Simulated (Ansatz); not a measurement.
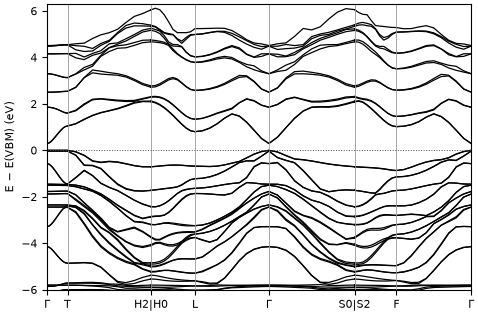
Figure. Band structure from LDA with spin–orbit coupling in the plane-wave PAW code Ansatz

### Question
Read off the gap and where the band edges lie.

### Answer
About 0.3 eV (0.29 eV by a search for the band edges); maximum at T, minimum at Γ.

The material is ZnIn$_{2}$S$_{4}$ in space group R3m (No. 160; Pearson symbol hR7).

The workflow started from an entry of the Crystallography Open Database (COD), which files this formula under 3 space groups. Its standing as an ambient phase is unchecked. The LDA relaxation kept the symmetry of its start; its stability against distortions is not shown here. A crystal of weakly bound layers computed without a dispersion correction: the cell and the soft elastic constants depend strongly on that.

Potentials: the later of the program's two PAW sets.
